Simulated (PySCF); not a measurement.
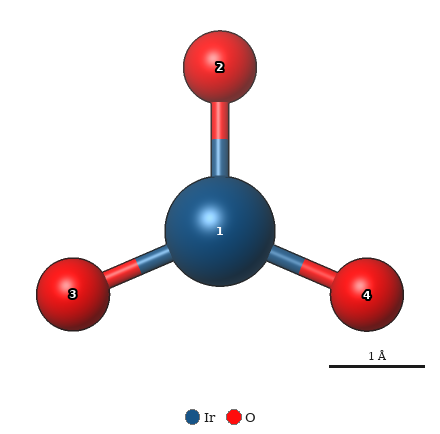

Fig. 1: The input geometry (ball-and-stick view, seen on its broad side; atoms are numbered from 1 in the order of the input). Sticks mark near contacts. Bond lengths as drawn: Ir–O 1.69 to 1.74 Å.

# Frequency calculation, with input and output: IrO3

- system: IrO3, multiplicity 2
- method: UKS-based PBE0, Ir def2-SVP with ECP60, O def2-SVP; non-relativistic Hamiltonian with a scalar-relativistic core potential; density fitting (PySCF 2.14.0)

Output
```
init E= -329.500978943877
  alpha nocc = 21  HOMO = -0.316204455564474  LUMO = -0.162872885436827
  beta  nocc = 20  HOMO = -0.353639556894876  LUMO = -0.181746935322724
  HOMO = -0.316204455564  LUMO = -0.181746935323  gap/eV = 3.65878
cycle= 1 E= -329.500978943807  delta_E= 7e-11  |g|= 1.44e-05  |ddm|= 1.31e-05
  alpha nocc = 21  HOMO = -0.31620568781106  LUMO = -0.162872261976764
  beta  nocc = 20  HOMO = -0.353643296194097  LUMO = -0.181750100888507
  HOMO = -0.316205687811  LUMO = -0.181750100889  gap/eV = 3.65872
cycle= 2 E= -329.500978943018  delta_E= 7.89e-10  |g|= 4.72e-05  |ddm|= 4.26e-05
  alpha nocc = 21  HOMO = -0.316204887282506  LUMO = -0.162872980876596
  beta  nocc = 20  HOMO = -0.353640572037289  LUMO = -0.181747717445873
  HOMO = -0.316204887283  LUMO = -0.181747717446  gap/eV = 3.65877
cycle= 3 E= -329.500978943886  delta_E= -8.68e-10  |g|= 1.44e-06  |ddm|= 3.28e-05
  alpha nocc = 21  HOMO = -0.316204826727954  LUMO = -0.16287288536168
  beta  nocc = 20  HOMO = -0.353640519268236  LUMO = -0.181747724054442
  HOMO = -0.316204826728  LUMO = -0.181747724054  gap/eV = 3.65876
cycle= 4 E= -329.500978943888  delta_E= -1.93e-12  |g|= 3.63e-07  |ddm|= 1.03e-06
  alpha nocc = 21  HOMO = -0.316204813840507  LUMO = -0.162872878935147
  beta  nocc = 20  HOMO = -0.353640552205867  LUMO = -0.181747715815611
  HOMO = -0.316204813841  LUMO = -0.181747715816  gap/eV = 3.65876
Extra cycle  E= -329.500978943888  delta_E= 1.14e-13  |g|= 1.03e-06  |ddm|= 1.12e-06
converged SCF energy = -329.500978943888  <S^2> = 0.75744655  2S+1 = 2.0074327
```

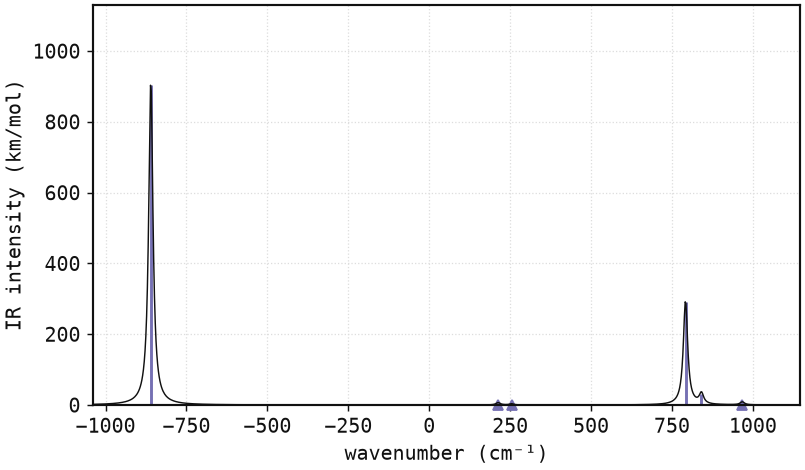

Fig. 2: Harmonic infrared spectrum, unscaled: sticks (degenerate modes added up, dark ones marked on the axis) with a Lorentzian envelope of 16 cm⁻¹ full width, scaled to the tallest stick; imaginary modes are drawn at negative wavenumbers. 6 modes from 860i to 967 cm⁻¹, 1 imaginary beyond 8i (860i cm⁻¹): a first-order saddle point, if the geometry is stationary. The strongest line is at 860i cm⁻¹ (903 km/mol). All modes, in cm⁻¹ (km/mol): 860i (903), 213 (6.6), 254 (3.3), 792 (292), 841 (30), 967 (8.3).

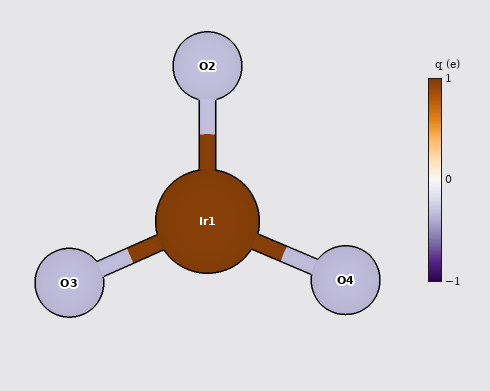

Fig. 3: Mulliken charges, as the colour of each atom (ball-and-stick view, seen on its broad side; atoms are numbered from 1 in the order of the input). By element: Ir +0.96 and O −0.33 to −0.31 e.

The run was set up as follows.

Input file
```python
from pyscf import gto, scf, dft
mol = gto.M(atom='''
Ir     0.000000     0.000000    -0.025791
O      0.000000     0.000000     1.713603
O      1.546569     0.000000    -0.698884
O     -1.546569     0.000000    -0.698884''',
    basis={'Ir': 'def2-SVP', 'O': 'def2-SVP'},
    ecp={'Ir': 'def2-SVP'},
    charge=0, spin=1)
mf = dft.UKS(mol, xc='PBE0')
mf.grids.atom_grid = (75, 302)
aux = {'Ir': 'def2-universal-JKFIT', 'O': 'def2-universal-JKFIT'}
mf = mf.density_fit(auxbasis=aux)
mf.conv_tol = 1e-09
mf.diis_space = 10
mf.max_cycle = 60
mf.verbose = 4
mf.kernel()
```

The script is an equivalent of the set-up of the self-consistent field. The run itself was carried out by a driver, which started from the orbitals of the step before it where there was one and computed the further properties.

Command:
```bash
OMP_NUM_THREADS=2 python axn.py task.json out
```

Results in brief

| quantity | value |
| --- | --- |
| outcome | converged |
| total energy | −329.500979 hartree |
| ⟨S²⟩ | 0.757 |
| zero-point energy | 0.006988 hartree |
| dipole moment | 0.61 D |
| wavenumbers, lowest and highest | 860i and 967 cm⁻¹ |
| hardware | 2 threads of Arm Neoverse V2, 24 GiB of memory available, shared host |
| wall time | 97 s (CPU time 3 min) |
| peak memory | 0.91 GiB |
